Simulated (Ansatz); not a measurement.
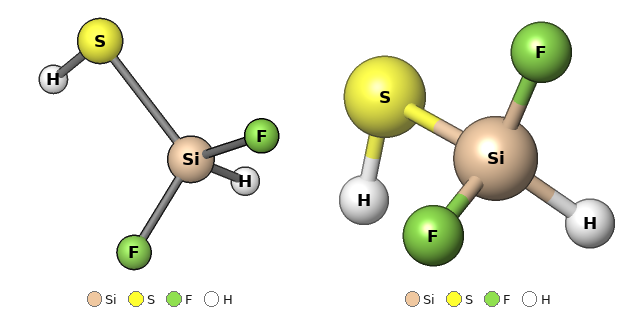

Two views of one molecule.

Question: Which formula does it have?

Answer: F₂H₂SSi, 6 atoms: 2 fluorine, 2 hydrogen, 1 sulfur and 1 silicon.

Question: Which point group does it belong to?

Answer: C1.

Question: How many bonds of each kind are drawn?

Answer: 2 F–Si, 1 S–Si, 1 Si–H, 1 S–H. Sticks follow a distance rule.

More results for the same structure follow; atom numbers are the same in all pictures, views and colours differ. The geometry was computed by an optimisation with PBE0-D4/def2-TZVP.

### Shape

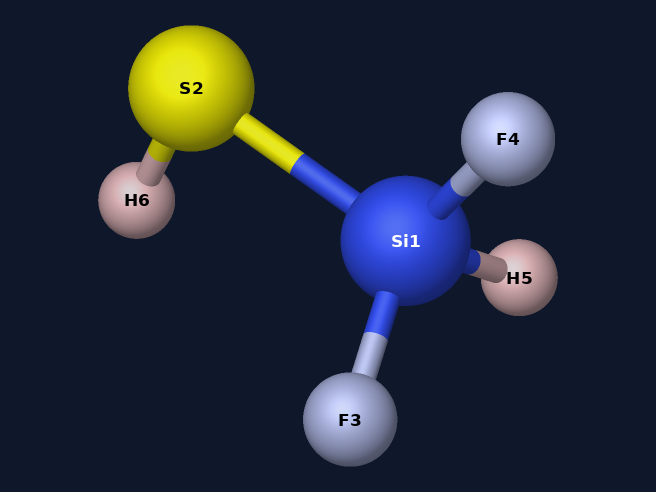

Estimate the angles S2–Si1–F3, S2–Si1–F4, S2–Si1–H5, F3–Si1–F4, F3–Si1–H5, F4–Si1–H5, Si1–S2–H6.

```
    angle  degrees
S2–Si1–F3    111.6
S2–Si1–F4    106.0
S2–Si1–H5    114.6
F3–Si1–F4    107.9
F3–Si1–H5    107.0
F4–Si1–H5    109.7
Si1–S2–H6     92.3
```

### Electronic properties

Level of theory: RKS PBE0-D4/def2-TZVP (Ansatz 0.2.0).

Question: Give the harmonic zero-point energy at this level.

Answer: 64.4 kJ/mol.

Question: Give the dipole moment at this level.

Answer: 1.86 D.

### Vibrations

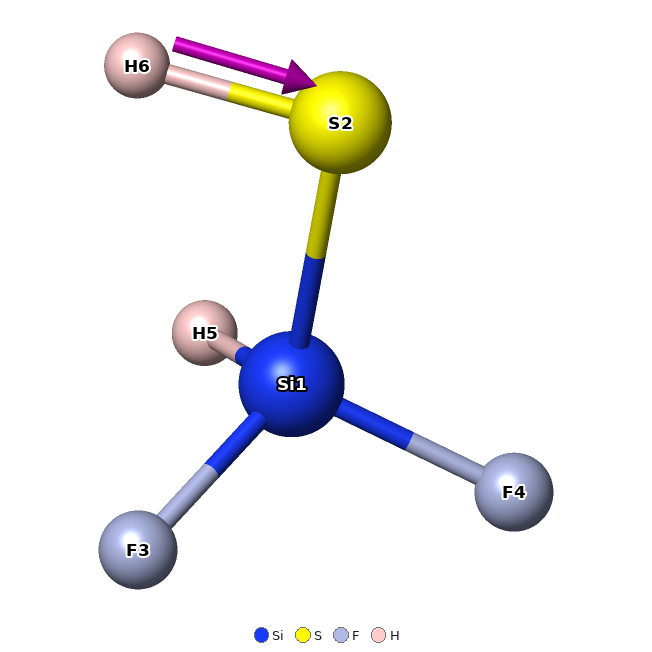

The arrows show one normal mode. Harmonic vibrations computed with RKS PBE0-D4/def2-TZVP (Ansatz 0.2.0) at a stationary point of the same level.

Question: What kind of motion is it?

Answer: Mostly S–H stretching.

Question: Estimate its harmonic wavenumber.

Answer: 2703 cm⁻¹; it is mode 12 of 12 counted from the lowest.

### Charges

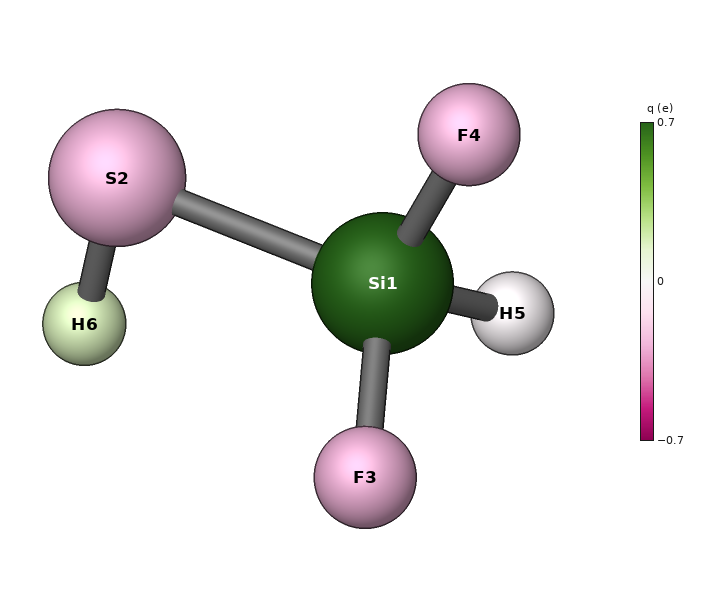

Atoms are coloured by their Mulliken charges. Properties computed with RKS PBE0-D4/def2-TZVP (Ansatz 0.2.0).

Question: Which atom carries the highest charge (most positive or least negative)?

Answer: Si1 (0.70 e).

Question: And the lowest?

Answer: S2, F3, F4 (−0.28 e).

List the Mulliken charges.

```csv
atom,value (e)
Si1,0.70
S2,−0.28
F3,−0.28
F4,−0.28
H5,−0.03
H6,0.18
```

Mulliken values depend strongly on the basis set and can even reverse the polarity of a bond.
